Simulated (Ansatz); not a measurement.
System: C₄H₆F₄.

Input

```
crystal:
  periodic: [false, false, false]
  atoms:
    - {symbol: F, position_ang: [-2.037479, -0.086939, 1.212151]}
    - {symbol: C, position_ang: [-0.809263, -0.665923, 0.987120]}
    - {symbol: C, position_ang: [-0.205304, -0.123049, -0.289250]}
    - {symbol: F, position_ang: [-1.001385, -0.519821, -1.355238]}
    - {symbol: C, position_ang: [-0.213007, 1.398569, -0.331268]}
    - {symbol: F, position_ang: [0.521338, 1.898973, 0.722885]}
    - {symbol: C, position_ang: [1.196555, -0.647060, -0.502760]}
    - {symbol: F, position_ang: [1.262707, -2.003276, -0.270031]}
    - {symbol: H, position_ang: [-0.942857, -1.745127, 0.899427]}
    - {symbol: H, position_ang: [-0.157338, -0.438935, 1.834761]}
    - {symbol: H, position_ang: [-1.240296, 1.756508, -0.251528]}
    - {symbol: H, position_ang: [0.231053, 1.751345, -1.266347]}
    - {symbol: H, position_ang: [1.493313, -0.460088, -1.538433]}
    - {symbol: H, position_ang: [1.889064, -0.144377, 0.177412]}
basis:
  gaussian: {orbitals: def2-TZVPP}
hamiltonian: {xc: pbe0, dispersion: d4}
output: {orbitals: {seedname: orbitals}}
```

Launched as:

```sh
ansatz run in.yaml --threads 2 --pin off --events-out ev --progress --plain --max-ram 32768MiB --backend cuda --devices 0, --max-vram 18GiB
```

Geometry: PBE0-D4/def2-TZVP.

Computed with Ansatz, RKS PBE0-D4/def2-TZVPP.

> What will maps of the electron density and electron localisation function show?

C–F (1.38 Å): the density is about 2.1 e/Å³ at the midpoint, with its minimum of 1.6 e/Å³ about 0.5 Å from C; the ELF peaks at about 0.85 between the atoms; a polar covalent bond.
C–C (1.51 Å): ρ is about 1.8 e/Å³ halfway; the ELF peaks at about 0.95 between the atoms: localised, covalent bonding.
C–H (1.09 Å): ρ at the midpoint is about 2.1 e/Å³; the ELF climbs to about 1 towards the hydrogen, as it does in any bond to H; an ordinary covalent bond to hydrogen.

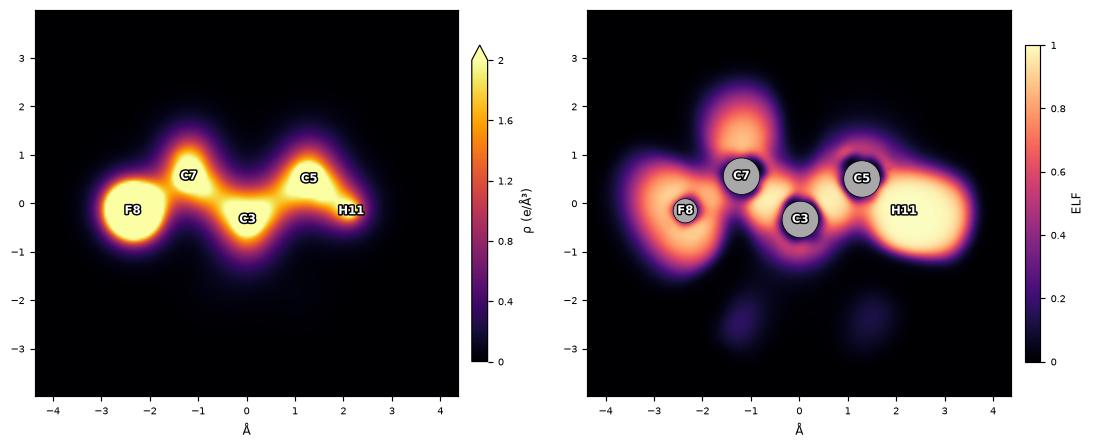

Computed electron density and electron localisation function on the plane of atoms C3, C5 and H11, in this order. Grey discs cover the atomic cores in the ELF map. 
